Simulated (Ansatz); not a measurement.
# AlGeH5 (singlet): one geometry, many settings at distance Ge1–Al2 = 2.690 Å

Aim: run AlGeH5 (singlet) at one geometry under a spread of methods and options, and see what each costs and gives.

The runs use Ansatz 0.2.0, Gaussian basis; the settings change from run to run.

19 further runs of the same task are left out: 2 for a mislabelled method, 11 that didn't finish, 6 set aside as unsound or not needed.

**1. The system**

The geometry derives from a PBE0/def2-TZVP stationary point (not a proven minimum). One bond is set to the value named and the two fragments are kept rigid. No spin-orbit coupling is included. The filled d shell of Ge may be among the frozen orbitals whatever the setting's name suggests; the logs give the count.

7 atoms, charge 0, spin multiplicity 1.

Atoms are counted from 1 here; the program's logs count them from 0.

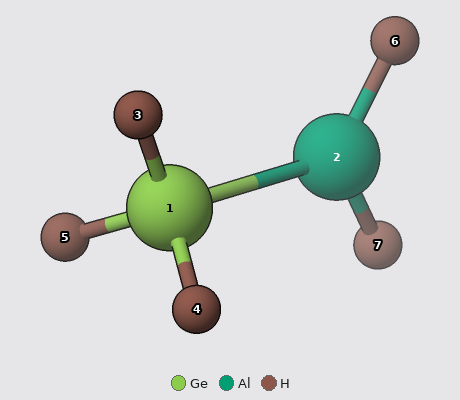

The geometry (germanium green, aluminium teal, hydrogen brown); atoms are numbered from 1 in the order of the file.

As a file:

```mol
AlGeH5
  3D, bonds by distance, orders not assigned

  7  6  0  0  0  0  0  0  0  0999 V2000
    0.0000    0.0009    0.7439 Ge  0  0
    0.0000    0.0010   -1.9461 Al  0  0
    0.0000    1.4090    1.3689 H   0  0
    1.2327   -0.7388    1.3050 H   0  0
   -1.2327   -0.7388    1.3050 H   0  0
    0.0000    1.3582   -2.7701 H   0  0
    0.0000   -1.3819   -2.7268 H   0  0
  1  2  8  0
  1  3  8  0
  1  4  8  0
  1  5  8  0
  2  6  8  0
  2  7  8  0
M  END
```

**2. CCSD on UHF/STO-3G**

Input file in.yaml:

```yaml
crystal:
  periodic: [false, false, false]
  atoms:
    - {symbol: Ge, position_ang: [0.000000, 0.000896, 0.743920]}
    - {symbol: Al, position_ang: [0.000000, 0.001033, -1.946080]}
    - {symbol: H, position_ang: [0.000000, 1.409022, 1.368854]}
    - {symbol: H, position_ang: [1.232737, -0.738754, 1.304991]}
    - {symbol: H, position_ang: [-1.232737, -0.738754, 1.304991]}
    - {symbol: H, position_ang: [0.000000, 1.358183, -2.770109]}
    - {symbol: H, position_ang: [0.000000, -1.381906, -2.726838]}
basis:
  gaussian: {orbitals: STO-3G}
magnetization: {spin_polarized: true, initial_magnetization: 0}
hamiltonian: {pseudopotentials: {relativity: none}}
correlation: {method: ccsd, electrons: outside_noble_gas}
accuracy: high
scf: {lower_state_search: light}
output: {forces: true}
```

The run is started by

```console
$ ansatz run in.yaml --threads 1 --pin off --events-out ev --progress --plain --max-ram 2393MiB
```

Log (excerpt; [...] marks lines left out):

```text
Functional definition: HF
  name "HF"
  cite "Fock, Z. Phys. 61, 126 (1930) doi:10.1007/BF01340294"
  parent pbe
[...]
492 factors; integrals over basis functions are off by at most 1.9e-8 eV
[...]
mean field -62413.47842423 eV, -2293.6530267153 hartree, gradient 3.0e-8 eV, S^2 0.000000; 1 other end points of the search recorded, 0 dependent functions left out
19 core orbitals not correlated, not the lowest: weight in the atoms' cores, before any rotation towards them, 0.957 or more for the frozen orbitals, at most 0.035 for the correlated occupied ones
reference -62413.47842423 eV, -2293.6530267153 hartree; 6, 6 occupied and 7, 7 virtual orbitals, 492 factors
second order -1.85627330 eV of doubles, -0.00000000 eV of singles
cycle   1  -2.44553922 eV  change   -5.9e-1 eV  update   6.8e-2
[...]
cycle  18  -2.78117981 eV  change  -7.2e-10 eV  update  7.1e-10
[...]
Total energy: -62416.25960403 eV, -2293.7552331880 hartree
Atom 0 at     0.000000     0.000896     0.743920 Å, force    -0.000000    -0.144876    -1.502090 eV/Å
Atom 1 at     0.000000     0.001033    -1.946080 Å, force     0.000000    -0.034822     1.368253 eV/Å
Atom 2 at     0.000000     1.409022     1.368854 Å, force     0.000000    -1.358339    -0.585304 eV/Å
Atom 3 at     1.232737    -0.738754     1.304991 Å, force    -1.193026     0.746750    -0.504130 eV/Å
Atom 4 at    -1.232737    -0.738754     1.304991 Å, force     1.193026     0.746750    -0.504130 eV/Å
Atom 5 at     0.000000     1.358183    -2.770109 Å, force    -0.000000    -1.364722     0.895635 eV/Å
Atom 6 at     0.000000    -1.381906    -2.726838 Å, force    -0.000000     1.409260     0.831767 eV/Å
Dipole moment:     0.000000     0.015523    -0.296308 e Å
```

Wall time 0.54 s (1 thread of AMD EPYC 9R45, shared host).

From the report: ⟨S²⟩ of the determinant 0.000 (pure singlet: 0.00); correlation -2.7812 eV; T1 0.006; largest double amplitude 0.09.

**3. MP2 on RHF/cc-pVDZ**

in.yaml: that of step 2 with these lines changed.

```diff
@@ -11,8 +11,5 @@
 basis:
-  gaussian: {orbitals: STO-3G}
-magnetization: {spin_polarized: true, initial_magnetization: 0}
-hamiltonian: {pseudopotentials: {relativity: none}}
-correlation: {method: ccsd, electrons: outside_noble_gas}
-accuracy: high
-scf: {lower_state_search: light}
-output: {forces: true}
+  gaussian: {orbitals: cc-pVDZ}
+magnetization: {spin_polarized: false}
+correlation: {method: mp2, electrons: outside_noble_gas}
+scf: {lower_state_search: full}
```

Launched as before.

Log:

```text
Functional definition: HF
  name "HF"
  cite "Fock, Z. Phys. 61, 126 (1930) doi:10.1007/BF01340294"
  parent pbe
  exchange = exact_x
  correlation = 0
721 factors; integrals over basis functions are off by at most 1.0e-3 eV
mean field evaluation 1: about -63133.2584 eV, gradient 1.1e1 eV
mean field evaluation 2: about -63133.2610 eV, gradient 1.1e1 eV
mean field evaluation 4: about -63134.0884 eV, gradient 4.8e-1 eV
mean field evaluation 8: about -63134.0903 eV, gradient 1.2e-4 eV
mean field -63134.09029063 eV, -2320.1350243573 hartree, gradient 1.2e-6 eV, S^2 0.000000; 0 other end points of the search recorded, 0 dependent functions left out
19 core orbitals not correlated: weight in the atoms' cores, before any rotation towards them, 0.999 or more for the frozen orbitals, at most 0.000 for the correlated occupied ones
reference -63134.09029063 eV, -2320.1350243573 hartree; 6, 6 occupied and 45, 45 virtual orbitals, 721 factors
second order -4.60018758 eV of doubles, -0.00000000 eV of singles
Total energy: -63138.69047821 eV, -2320.3040781328 hartree
```

Wall time 0.48 s (1 thread of AMD EPYC 9R45, shared host).

**4. BCCD(T)/6-31G**

in.yaml: that of step 3 with these lines changed.

```diff
@@ -11,5 +11,6 @@
 basis:
-  gaussian: {orbitals: cc-pVDZ}
+  gaussian: {orbitals: 6-31G}
 magnetization: {spin_polarized: false}
-correlation: {method: mp2, electrons: outside_noble_gas}
-scf: {lower_state_search: full}
+hamiltonian: {xc: {name: PBE0}}
+correlation: {method: bccd_t, electrons: outside_noble_gas}
+scf: {lower_state_search: off}
```

Launched as before.

Log (excerpt; [...] marks lines left out):

```text
Functional definition: PBE0
  name "PBE0"
  cite "Adamo & Barone, J. Chem. Phys. 110, 6158 (1999) doi:10.1063/1.478522"
  cite "Perdew, Burke & Ernzerhof, Phys. Rev. Lett. 77, 3865 (1996) doi:10.1103/PhysRevLett.77.3865"
  parent pbe
[...]
548 factors; integrals over basis functions are off by at most 4.3e-4 eV
[...]
mean field -63174.77683523 eV, -2321.6302272931 hartree, gradient 1.4e-6 eV, S^2 0.000000; 0 other end points of the search recorded, 0 dependent functions left out
19 core orbitals not correlated: weight in the atoms' cores, before any rotation towards them, 0.997 or more for the frozen orbitals, at most 0.001 for the correlated occupied ones
reference -63123.95381323 eV, -2319.7625156834 hartree; 6, 6 occupied and 27, 27 virtual orbitals, 548 factors
second order -2.65509857 eV of doubles, -0.18166702 eV of singles
cycle   1  -3.40018468 eV  change   -5.7e-1 eV  update   6.5e-2
[...]
cycle   8  -3.68415695 eV  change   -7.1e-6 eV  update   1.2e-5
perturbative correction -0.05708936 eV, -0.0020979951 hartree
Total energy: -63127.69505953 eV, -2319.9000039494 hartree
Checks for a lower state left out: stability, starts, cluster_reference, orbital_swaps, neighbouring_geometries, increment
```

It took 0.66 s on 1 thread of AMD EPYC 9R45, shared host.

From the report: correlation -3.7412 eV; largest double amplitude 0.06.

**5. MP2 on UHF/6-31G**

in.yaml: that of step 4 with these lines changed.

```diff
@@ -11,6 +11,6 @@
 basis:
-  gaussian: {orbitals: 6-31G}
-magnetization: {spin_polarized: false}
-hamiltonian: {xc: {name: PBE0}}
-correlation: {method: bccd_t, electrons: outside_noble_gas}
-scf: {lower_state_search: off}
+  gaussian: {orbitals: 6-31G, point_charges: [{charge: 1.00, position_ang: [4.426, -0.751, -0.692]}]}
+magnetization: {spin_polarized: true, initial_magnetization: 0}
+correlation: {method: mp2, electrons: all}
+accuracy: high
+output: {forces: true}
```

Same command.

Log (excerpt; [...] marks lines left out):

```text
Functional definition: HF
  name "HF"
  cite "Fock, Z. Phys. 61, 126 (1930) doi:10.1007/BF01340294"
  parent pbe
[...]
1061 factors; integrals over basis functions are off by at most 5.5e-9 eV
[...]
mean field -63124.15493116 eV, -2319.7699066311 hartree, gradient 2.0e-8 eV, S^2 0.000000; 0 other end points of the search recorded, 0 dependent functions left out
reference -63124.15493116 eV, -2319.7699066311 hartree; 25, 25 occupied and 27, 27 virtual orbitals, 1061 factors
second order -8.36182639 eV of doubles, -0.00000000 eV of singles
[...]
Total energy: -63132.51675755 eV, -2320.0771980830 hartree
Atom 0 at     0.000000     0.000896     0.743920 Å, force    -0.288510     0.070879    -0.934034 eV/Å
Atom 1 at     0.000000     0.001033    -1.946080 Å, force    -0.468745     0.123724     1.180369 eV/Å
Atom 2 at     0.000000     1.409022     1.368854 Å, force     0.103337     0.101742    -0.078492 eV/Å
Atom 3 at     1.232737    -0.738754     1.304991 Å, force     0.380207    -0.137631     0.053234 eV/Å
Atom 4 at    -1.232737    -0.738754     1.304991 Å, force    -0.001670    -0.063457    -0.113323 eV/Å
Atom 5 at     0.000000     1.358183    -2.770109 Å, force     0.091350     0.271764    -0.101910 eV/Å
Atom 6 at     0.000000    -1.381906    -2.726838 Å, force     0.155339    -0.331889    -0.103271 eV/Å
Dipole moment:    -0.248120     0.062009    -0.154269 e Å
```

Run time: 2 s. Hardware: 1 thread of AMD EPYC 9R45, shared host.

From the report: ⟨S²⟩ of the determinant 0.000 (pure singlet: 0.00).

**6. MP2 on RHF/cc-pVDZ**

in.yaml: that of step 5 with these lines changed.

```diff
@@ -11,6 +11,5 @@
 basis:
-  gaussian: {orbitals: 6-31G, point_charges: [{charge: 1.00, position_ang: [4.426, -0.751, -0.692]}]}
-magnetization: {spin_polarized: true, initial_magnetization: 0}
+  gaussian: {orbitals: cc-pVDZ}
+magnetization: {spin_polarized: false}
 correlation: {method: mp2, electrons: all}
-accuracy: high
 output: {forces: true}
```

Same command.

Log (excerpt; [...] marks lines left out):

```text
Functional definition: HF
  name "HF"
  cite "Fock, Z. Phys. 61, 126 (1930) doi:10.1007/BF01340294"
  parent pbe
[...]
721 factors; integrals over basis functions are off by at most 1.0e-3 eV
[...]
mean field -63134.09029063 eV, -2320.1350243573 hartree, gradient 1.2e-6 eV, S^2 0.000000; 0 other end points of the search recorded, 0 dependent functions left out
reference -63134.09029063 eV, -2320.1350243573 hartree; 25, 25 occupied and 45, 45 virtual orbitals, 721 factors
second order -5.60420812 eV of doubles, -0.00000000 eV of singles
[...]
Total energy: -63139.69449875 eV, -2320.3409752071 hartree
Atom 0 at     0.000000     0.000896     0.743920 Å, force    -0.000000    -0.042124    -1.002133 eV/Å
Atom 1 at     0.000000     0.001033    -1.946080 Å, force     0.000000     0.005846     1.149227 eV/Å
Atom 2 at     0.000000     1.409022     1.368854 Å, force     0.000000    -0.040692    -0.092307 eV/Å
Atom 3 at     1.232737    -0.738754     1.304991 Å, force    -0.041061     0.036644    -0.077088 eV/Å
Atom 4 at    -1.232737    -0.738754     1.304991 Å, force     0.041061     0.036644    -0.077088 eV/Å
Atom 5 at     0.000000     1.358183    -2.770109 Å, force    -0.000000    -0.015288     0.051482 eV/Å
Atom 6 at     0.000000    -1.381906    -2.726838 Å, force     0.000000     0.018970     0.047907 eV/Å
Dipole moment:     0.000000     0.010484    -0.164264 e Å
```

Run time: 0.96 s. Hardware: 1 thread of AMD EPYC 9R45, shared host.

**7. NEVPT2(4,6)/STO-3G**

in.yaml: that of step 6 with these lines changed.

```diff
@@ -11,5 +11,3 @@
 basis:
-  gaussian: {orbitals: cc-pVDZ}
-magnetization: {spin_polarized: false}
-correlation: {method: mp2, electrons: all}
-output: {forces: true}
+  gaussian: {orbitals: STO-3G}
+correlation: {method: sc_nevpt2, electrons: valence, active_space: {window: {electrons: 4, orbitals: 6}, states: [{multiplicity: 1, weights: [1, 1, 0.5, 1]}, {multiplicity: 3, weights: [1]}], root: 0}}
```

Same command.

Log (excerpt; [...] marks lines left out):

```text
Functional definition: HF
  name "HF"
  cite "Fock, Z. Phys. 61, 126 (1930) doi:10.1007/BF01340294"
  parent pbe
[...]
470 factors; integrals over basis functions are off by at most 3.4e-8 eV
[...]
mean field -62413.47842419 eV, -2293.6530267139 hartree, gradient 2.6e-6 eV, S^2 0.000000; 0 other end points of the search recorded, 0 dependent functions left out
reference -62413.47842419 eV, -2293.6530267139 hartree; 25, 25 occupied and 7, 7 virtual orbitals, 470 factors
state -62414.23342891 eV, -2293.6807726254 hartree
state -62407.10070108 eV, -2293.4186497126 hartree
state -62404.40221032 eV, -2293.3194820064 hartree
state -62403.63631071 eV, -2293.2913357148 hartree
state -62414.23342891 eV, -2293.6807726254 hartree; corrected -62415.59217449 eV, -2293.7307056047 hartree
state -62407.10070108 eV, -2293.4186497126 hartree; corrected -62408.53661279 eV, -2293.4714184947 hartree
[...]
state -62407.09089253 eV, -2293.4182892551 hartree; corrected -62408.53011065 eV, -2293.4711795455 hartree
state -62404.40293138 eV, -2293.3195085046 hartree; corrected -62406.20677842 eV, -2293.3857986607 hartree
state -62403.63769330 eV, -2293.2913865238 hartree; corrected -62405.19031387 eV, -2293.3484442775 hartree
state -62407.30134456 eV, -2293.4260232245 hartree
state -62407.30134456 eV, -2293.4260232245 hartree; corrected -62408.68000528 eV, -2293.4766880713 hartree
state -62414.23342891 eV, -2293.6807726254 hartree; corrected -62415.59217449 eV, -2293.7307056047 hartree
state -62407.10070108 eV, -2293.4186497126 hartree; corrected -62408.53661279 eV, -2293.4714184947 hartree
state -62404.40221032 eV, -2293.3194820064 hartree; corrected -62406.20250847 eV, -2293.3856417429 hartree
state -62403.63631071 eV, -2293.2913357148 hartree; corrected -62405.18895684 eV, -2293.3483944075 hartree
state -62407.30346122 eV, -2293.4261010101 hartree; corrected -62408.68033483 eV, -2293.4767001820 hartree
[...]
Total energy: -62415.59217449 eV, -2293.7307056047 hartree
```

Run time: 2.5 s. Hardware: 1 thread of AMD EPYC 9R45, shared host.

From the report: 225 determinants; active occupations (of the averaged states) 1.84, 1.32, 0.52, 0.29, 0.03, 0.00.

**8. BCCD(T) on RHF/STO-3G**

in.yaml: that of step 7 with these lines changed.

```diff
@@ -12,2 +12,4 @@
   gaussian: {orbitals: STO-3G}
-correlation: {method: sc_nevpt2, electrons: valence, active_space: {window: {electrons: 4, orbitals: 6}, states: [{multiplicity: 1, weights: [1, 1, 0.5, 1]}, {multiplicity: 3, weights: [1]}], root: 0}}
+magnetization: {spin_polarized: false}
+correlation: {method: bccd_t, electrons: all, diis_vectors: 12}
+output: {forces: true}
```

Same command.

Log (excerpt; [...] marks lines left out):

```text
Functional definition: HF
  name "HF"
  cite "Fock, Z. Phys. 61, 126 (1930) doi:10.1007/BF01340294"
  parent pbe
[...]
336 factors; integrals over basis functions are off by at most 4.9e-5 eV
[...]
mean field -62413.47827442 eV, -2293.6530212100 hartree, gradient 1.8e-6 eV, S^2 0.000000; 1 other end points of the search recorded, 0 dependent functions left out
reference -62413.47827442 eV, -2293.6530212100 hartree; 25, 25 occupied and 7, 7 virtual orbitals, 336 factors
second order -2.16235329 eV of doubles, -0.00000000 eV of singles
cycle   1  -2.73548817 eV  change   -5.7e-1 eV  update   6.8e-2
[...]
cycle   9  -3.06901731 eV  change   -3.8e-6 eV  update   8.5e-6
perturbative correction -0.04076502 eV, -0.0014980870 hartree
[...]
Total energy: -62416.58805675 eV, -2293.7673036028 hartree
Atom 0 at     0.000000     0.000896     0.743920 Å, force    -0.000000    -0.144652    -1.433866 eV/Å
Atom 1 at     0.000000     0.001033    -1.946080 Å, force    -0.000000    -0.035083     1.408985 eV/Å
Atom 2 at     0.000000     1.409022     1.368854 Å, force     0.000000    -1.444842    -0.620822 eV/Å
Atom 3 at     1.232737    -0.738754     1.304991 Å, force    -1.268103     0.790116    -0.535067 eV/Å
Atom 4 at    -1.232737    -0.738754     1.304991 Å, force     1.268103     0.790116    -0.535067 eV/Å
Atom 5 at     0.000000     1.358183    -2.770109 Å, force     0.000000    -1.354124     0.889710 eV/Å
Atom 6 at     0.000000    -1.381906    -2.726838 Å, force    -0.000000     1.398471     0.826127 eV/Å
Dipole moment:     0.000000     0.015145    -0.294118 e Å
```

Run time: 1.2 s. Hardware: 1 thread of AMD EPYC 9R45, shared host.

From the report: correlation -3.1098 eV; largest double amplitude 0.09.

**9. MP2 on RHF/cc-pVDZ**

in.yaml: that of step 8 with these lines changed.

```diff
@@ -11,5 +11,6 @@
 basis:
-  gaussian: {orbitals: STO-3G}
+  gaussian: {orbitals: cc-pVDZ}
 magnetization: {spin_polarized: false}
-correlation: {method: bccd_t, electrons: all, diis_vectors: 12}
-output: {forces: true}
+correlation: {method: mp2, electrons: all}
+accuracy: high
+scf: {lower_state_search: off}
```

Launched as before.

Log:

```text
Functional definition: HF
  name "HF"
  cite "Fock, Z. Phys. 61, 126 (1930) doi:10.1007/BF01340294"
  parent pbe
  exchange = exact_x
  correlation = 0
these checks for a lower state are left out or cut short: stability, starts, cluster_reference, orbital_swaps, neighbouring_geometries, increment
1576 factors; integrals over basis functions are off by at most 4.6e-9 eV
mean field evaluation 1: about -63133.2517 eV, gradient 1.1e1 eV
mean field evaluation 2: about -63133.2598 eV, gradient 1.1e1 eV
mean field evaluation 4: about -63134.0887 eV, gradient 4.8e-1 eV
mean field evaluation 8: about -63134.0904 eV, gradient 2.0e-4 eV
mean field -63134.09041733 eV, -2320.1350290135 hartree, gradient 2.2e-8 eV, S^2 0.000000; 0 other end points of the search recorded, 0 dependent functions left out
reference -63134.09041733 eV, -2320.1350290135 hartree; 25, 25 occupied and 45, 45 virtual orbitals, 1576 factors
second order -5.60428183 eV of doubles, -0.00000000 eV of singles
Total energy: -63139.69469917 eV, -2320.3409825722 hartree
Checks for a lower state left out: stability, starts, cluster_reference, orbital_swaps, neighbouring_geometries, increment
```

Run time: 1.1 s. Hardware: 1 thread of AMD EPYC 9R45, shared host.

**10. CCSDT(Q)/B/STO-3G**

in.yaml: that of step 9 with these lines changed.

```diff
@@ -11,6 +11,5 @@
 basis:
-  gaussian: {orbitals: cc-pVDZ}
+  gaussian: {orbitals: STO-3G}
 magnetization: {spin_polarized: false}
-correlation: {method: mp2, electrons: all}
-accuracy: high
-scf: {lower_state_search: off}
+hamiltonian: {xc: {name: B3LYP}}
+correlation: {method: ccsdt_q_b, electrons: valence}
```

Same command.

Log (excerpt; [...] marks lines left out):

```text
Functional definition: B3LYP
  name "B3LYP"
  cite "Stephens, Devlin, Chabalowski & Frisch, J. Phys. Chem. 98, 11623 (1994) doi:10.1021/j100096a001"
  cite "Becke, Phys. Rev. A 38, 3098 (1988) doi:10.1103/PhysRevA.38.3098"
  cite "Lee, Yang & Parr, Phys. Rev. B 37, 785 (1988) doi:10.1103/PhysRevB.37.785"
  cite "Vosko, Wilk & Nusair, Can. J. Phys. 58, 1200 (1980) doi:10.1139/p80-159"
[...]
470 factors; integrals over basis functions are off by at most 3.4e-8 eV
[...]
mean field -62464.66648342 eV, -2295.5341531939 hartree, gradient 9.9e-6 eV, S^2 0.000000; 0 other end points of the search recorded, 0 dependent functions left out
14 core orbitals not correlated: weight in the atoms' cores, before any rotation towards them, 0.999 or more for the frozen orbitals, at most 0.000 for the correlated occupied ones
reference -62412.59363142 eV, -2293.6205111791 hartree; 11, 11 occupied and 7, 7 virtual orbitals, 470 factors
second order -2.12637563 eV of doubles, -0.53887077 eV of singles
cycle   1  -3.16540701 eV  change   -5.2e-1 eV  update   7.8e-2
[...]
cycle  15  -3.62365353 eV  change    1.3e-6 eV  update   1.8e-6
perturbative correction -0.00162117 eV, -0.0000595768 hartree
Total energy: -62416.21890611 eV, -2293.7537375669 hartree
```

Run time: 1.6 s. Hardware: 1 thread of AMD EPYC 9R45, shared host.

From the report: correlation -3.6253 eV; T1 0.026; largest double amplitude 0.10. The orbitals are Kohn-Sham ones, so correlation energy and T1 don't compare with those on Hartree-Fock orbitals.

**11. The runs in one table**

Where basis and cores are those of an earlier RCCSDT(Q)/cc-pVDZ run (-63140.0684 eV), and the state is the same kind, the miss against it is given.

```
                                         level         correlated  functions  energy (eV)  from RCCSDT(Q) (meV)    time
                            CCSD on UHF/STO-3G  outside noble gas         32  -62416.2596                        0.54 s
                            MP2 on RHF/cc-pVDZ  outside noble gas         70  -63138.6905                1377.9  0.48 s
              BCCD(T)/6-31G (on PBE0 orbitals)  outside noble gas         52  -63127.6951                        0.66 s
      MP2 on UHF/6-31G (beside a point charge)                all         52  -63132.5168                           2 s
                            MP2 on RHF/cc-pVDZ                all         70  -63139.6945                        0.96 s
NEVPT2(4,6)/STO-3G (lowest root of an average)            valence         32  -62415.5922                         2.5 s
                         BCCD(T) on RHF/STO-3G                all         32  -62416.5881                         1.2 s
                            MP2 on RHF/cc-pVDZ                all         70  -63139.6947                         1.1 s
         CCSDT(Q)/B/STO-3G (on B3LYP orbitals)            valence         32  -62416.2189                         1.6 s
```

**12. What came out**

| quantity | value |
| --- | --- |
| runs | 9 |
| quickest | MP2 on RHF/cc-pVDZ, 0.48 s |
| slowest | NEVPT2(4,6)/STO-3G (lowest root of an average), 2.5 s |

In words: Total energies in different bases, with other cores or another treatment of relativity can't be set against each other. NEVPT2(4,6)/STO-3G (lowest root of an average) took 5 times as long as MP2 on RHF/cc-pVDZ; the jobs differ in more than the method.
